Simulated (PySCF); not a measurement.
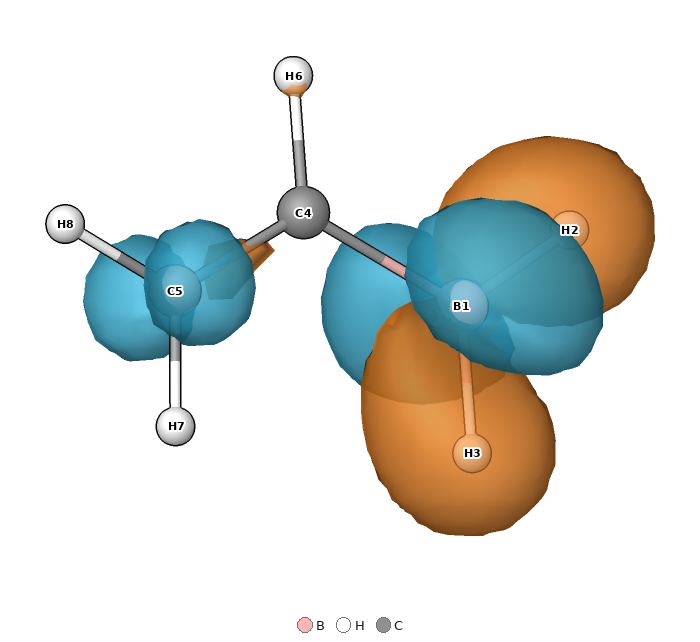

Figure. BH2(vinyl) (C2H5B). Unrelaxed difference density of T₃ less the ground state (TDA triplet states), ±0.05 e/Å³; light blue: gain, orange: loss.

PySCF calculation, BHandHLYP/6-31G*, gas phase; geometry: GFN2-xTB. No frequency check shows the geometry to be a minimum. Without diffuse functions Rydberg states are missing, so the states' numbers hold for this basis only.

How does the charge move on excitation?

0.75 e is displaced in all, of which about 0.4 e passes between atoms: H2 (0.20 e) and H3 (0.18 e) lose electrons and B1 (0.18 e) and C5 (0.14 e) gain them. The state: 5.55 eV (223 nm), spin-forbidden from the singlet ground state, σ → empty p orbital of B1; the leading pair carries 99 %; hole on B1 (39 %), H2 (26 %) and H3 (24 %), electron on B1 (57 %), C5 (16 %) and C4 (10 %); their centroids lie 0.7 Å apart.
